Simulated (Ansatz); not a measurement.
The calculation's input:

```
crystal:
  periodic: [false, false, false]
  atoms:
    - { symbol: B, position_ang: [0.0, 0.0, 0.0] }
    - { symbol: H, position_ang: [0.0, 0.0, 1.54] }
    - { symbol: H, position_ang: [1.0305, 0.0, -0.595] }
    - { symbol: O, position_ang: [-1.2211, 0.0, -0.705] }
    - { symbol: H, position_ang: [-1.7308, -0.8467, -0.4965] }
    - { symbol: S, position_ang: [-0.2739, 2.0601, 0.6906] }
    - { symbol: H, position_ang: [-1.575, 2.4834, 0.394] }
    - { symbol: H, position_ang: [-0.1153, 0.8675, 1.6662] }
basis:
  gaussian: { orbitals: "6-31G*" }
hamiltonian:
  xc: r2scan
  dispersion: d4
relax:
  f_tol: 0.15
  max_steps: 25
  restrain:
    - { distance: [0, 5], at: 1.89, k: 30.0 }
    - { distance: [7, 1], at: 0.66, k: 30.0 }
    - { distance: [0, 1], at: 2.39, k: 30.0 }
    - { distance: [7, 5], at: 2.6, k: 30.0 }
output:
  orbitals: {}
```

Run with:

```sh
ansatz run input.yaml --threads 1 --pin off --max-ram 2048MiB --backend cpu --events-out ev --progress --plain --runs-dir out
```

The fields are those of the run's last geometry, not of the input's.

Not at a stationary point (largest force 1.6 eV/Å).

The calculation used Ansatz, RKS r2SCAN-D4/6-31G*.

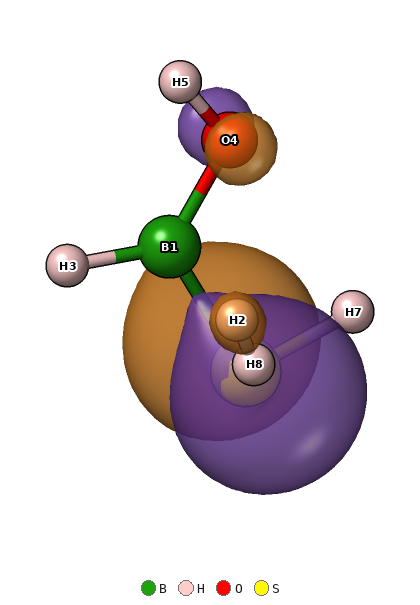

BH$_{3}$OS···H$_{2}$. The HOMO at ±0.15 Å⁻³ᐟ² (orange and purple are the two phases), seen at an oblique angle.

### Where does this orbital lie, and at what energy?

It lies mainly on S6 (about 80 %) and B1 (about 10 %); largely a lone pair of S6. Its energy is −6.42 eV.
